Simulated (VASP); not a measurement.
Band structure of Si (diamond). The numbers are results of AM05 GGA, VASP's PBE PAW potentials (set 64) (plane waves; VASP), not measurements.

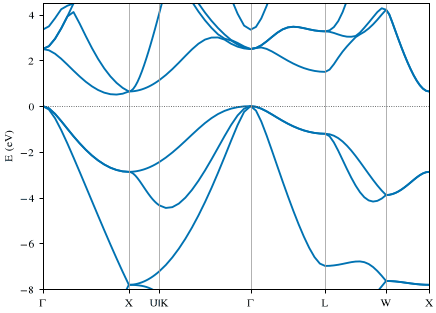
Figure: Bands along high-symmetry lines, zero at the valence-band maximum or, without a gap, the Fermi level

Read the plot: is there a gap, and where are the band edges?

The gap is indirect, 0.50 eV, from the valence maximum at Γ to the conduction minimum at Γ-X at 0.86. (Edges off the drawn lines would not show.)

Measured: gap 1.23 eV (computed value off by -0.73 eV), as given by Wei Chen et al., Physical Review Materials (2018), doi:10.1103/physrevmaterials.2.073803 [zero-point renormalisation of 0.06 eV added back (the table's ZPR column)].

The compound is Si in the diamond structure. It was relaxed first.
